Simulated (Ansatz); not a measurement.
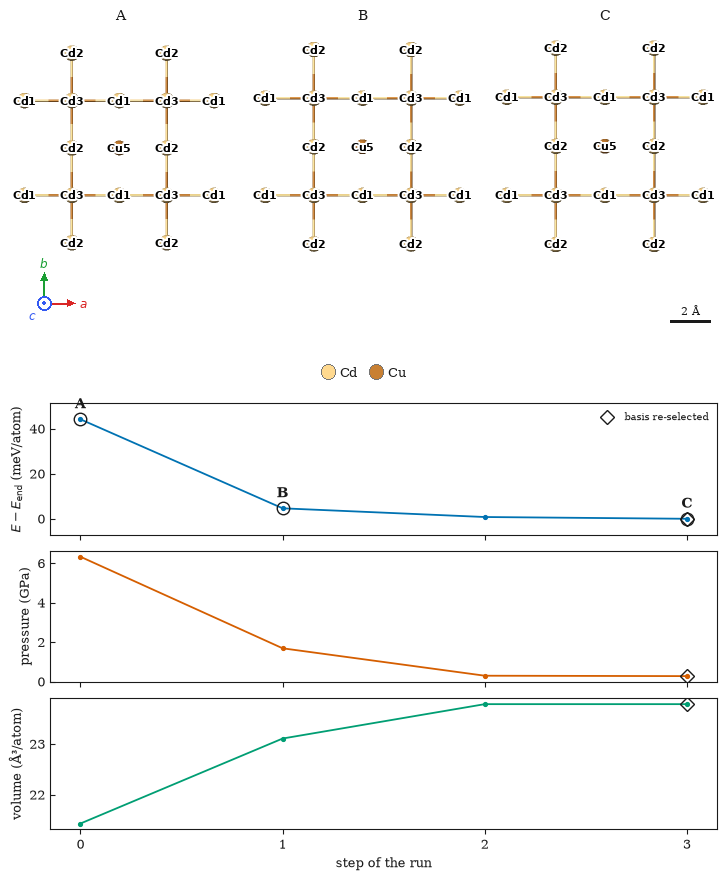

Frames of a relaxation of a crystal of Cd3Cu2 (a generated structure, set up in Pm-3m) (coarse preliminary run), marked on the history of the run. Style: ball-and-stick. Shown: the cell of the calculation, along the c axis.

Theory: DFT PBE, scalar-relativistic, plane waves, PAW in Ansatz.

Input
```yaml
crystal:
  lattice:
    - [4.74990657, 0.0, 0.0]
    - [0.0, 4.74990657, 0.0]
    - [0.0, 0.0, 4.74990657]
  atoms:
    - { symbol: Cd, position: [0.5, 0.0, 0.0] }
    - { symbol: Cd, position: [0.0, 0.5, 0.0] }
    - { symbol: Cd, position: [0.0, 0.0, 0.5] }
    - { symbol: Cu, position: [0.0, 0.0, 0.0] }
    - { symbol: Cu, position: [0.5, 0.5, 0.5] }
basis:
  ecutwfc: 420
kpoints:
  mp_grid: { grid: [4, 4, 4] }
hamiltonian:
  xc: pbe
scf:
  occupations: { method: gaussian, width: 0.1 }
  lower_state_search: "off"
output:
  forces: true
  stress: true
  eigenvalues: true
relax:
  adjacent_minimum: "off"
  f_tol: 0.04
  max_steps: 70
  cell: { stress_tol: 0.4 }
```

Run as
```bash
ansatz run input.yaml --threads 1 --pin off --max-ram 2048MiB --backend cpu --events-out ev --progress --plain --runs-dir out
```

### Describe the path.

After 2 accepted moves (3 points after the start) the energy has fallen by 44.2 meV per atom. All forces vanish by symmetry, so only the cell relaxes. Pressure: 6.33 GPa at the start and 0.28 GPa at the end. The SCF was repeated once at an unchanged geometry on a basis and grid sized afresh for the cell, which shifted the energy by 0.8 meV per atom at most. No atom moves by more than 0.005 Å relative to the cell. The drawn cell changes as follows: a = b = c 4.750 → 4.918 Å (+3.5 %); the volume changes by +11.0 %. Near-neighbour distances that change, for instance: Cd1–Cu4 2.375 → 2.459 Å. The space group stays Pm-3m (No. 221). From step 0 to 1: volume +7.8 %, energy −39.5 meV per atom. From step 1 to 3: volume +2.9 %, energy −4.7 meV per atom.

| step | E − E(0), meV/atom | pressure, GPa | volume, Å³/atom | note |
| --- | --- | --- | --- | --- |
| 0 | 0.00 | 6.33 | 21.433 |  |
| 1 | -39.53 | 1.69 | 23.108 |  |
| 2 | -43.40 | 0.30 | 23.785 |  |
| 3 | -44.19 | 0.28 | 23.785 | same geometry, new basis |
